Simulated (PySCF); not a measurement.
Si(H)(Et)(Vi)(OH), C₄H₁₀OSi, SMILES C=C[SiH](O)CC, GFN2-xTB optimised geometry. Atoms within 1.6 Å of the plane z = 0.0 Å (x, y, z in Å): Si1 (0.13, -0.22, 0.00), O2 (-0.42, -1.04, 1.30), C3 (-0.46, 1.57, 0.00), C4 (-1.28, 2.10, 0.90), C5 (-0.57, -1.17, -1.49), C6 (-0.13, -2.62, -1.53), H7 (1.60, -0.22, 0.00), H9 (-0.11, 2.21, -0.80), H11 (-1.60, 3.13, 0.87), H13 (-1.66, -1.13, -1.47), H14 (-0.44, -3.13, -0.62).

Method: PySCF 2.14.0 with CAM-B3LYP/def2-TZVP. Cells within 0.4 Å of a nucleus heavier than hydrogen are left out (blank, or x).

Map of the electron localisation function on the plane z = 0.0 Å:

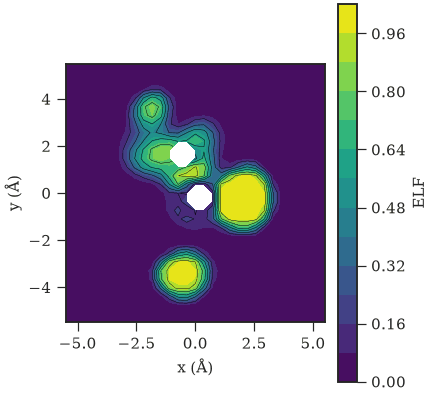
Figure: Electron localisation function on the plane z = 0.0 Å.
